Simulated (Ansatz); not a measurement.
# C2H6AlO (SMILES C[CH2][Al+][OH]) (charge +1): what the fields show

```xyz
10

C    -2.7231    1.8197   -0.5834
C    -2.0908    0.7873    0.3543
Al   -0.5154   -0.0977   -0.3207
O     0.8020   -0.8292   -0.9000
H    -3.6055    2.2474   -0.0839
H    -3.0670    1.3772   -1.5289
H    -2.0443    2.6527   -0.8142
H    -1.7753    1.2325    1.3152
H    -2.7887   -0.0314    0.6070
H     1.5824   -1.2648   -1.2391
```

Geometry: PBE0-D3(BJ)/def2-SVP.

These are results of Ansatz 0.2.0, isolated molecule in a Gaussian basis; Kohn-Sham density functional theory, functional PBE0, not measurements.

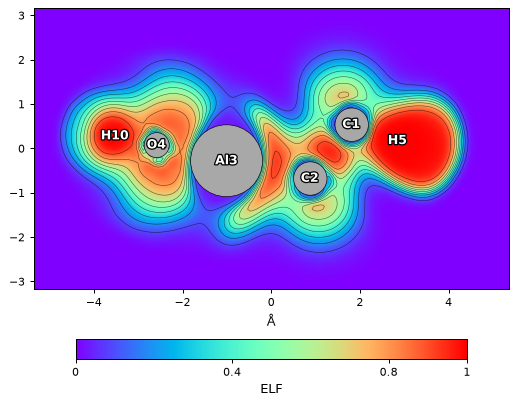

Figure 1. Electron localisation function on the plane of atoms C1, C2 and Al3. Grey discs cover the atomic cores.

Q: What does the map show?

A:
- The section cuts through C, Al, O and H sites.
- C–C (1.53 Å): the ELF peaks at about 0.95 between the atoms, as expected for a covalent bond.
- Al–O (1.61 Å): the ELF peaks at about 0.80 in the valence shell of O, 0.6 Å from its nucleus, and is about 0.30 at the midpoint.
- C–Al (1.93 Å): the ELF peaks at about 0.90 between the atoms; a polar covalent bond.
- O–H (0.96 Å): the ELF climbs to about 1 towards the hydrogen, as it does in any bond to H; an ordinary covalent bond to hydrogen.
- C–H (1.10 Å): the ELF climbs to about 1 towards the hydrogen (a covalent bond by its length).
- The ELF also peaks beside O4, away from the bonds: lone-pair regions.

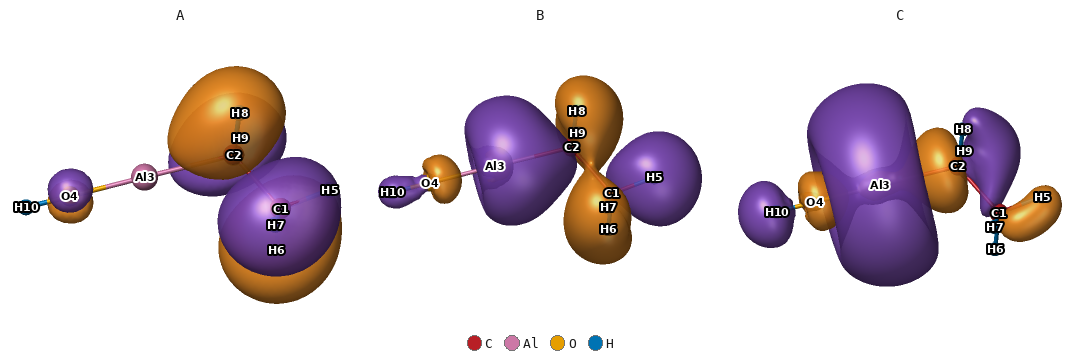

Figure 2. Three frontier orbitals at ±0.06 Å⁻³ᐟ² (orange and purple are the two phases), in no order.

Q: Order the three orbitals by energy and name them.

A: A is the HOMO−1 (−14.84 eV). By Hirshfeld shares it lies mainly on C1 (about 35 %), C2 (about 15 %), H7 (about 15 %), H6 (about 15 %), H8 (about 5 %) and H9 (about 5 %). B is the HOMO (−13.96 eV). Its weight (Hirshfeld) is mainly on C2 (about 25 %), C1 (about 20 %), Al3 (about 20 %) and H5 (about 15 %). C is the LUMO (−7.07 eV). By Hirshfeld shares it lies mainly on Al3 (about 60 %), C2 (about 20 %) and O4 (about 10 %).

Q: What is the HOMO–LUMO gap?

A: 6.89 eV between the orbital energies.
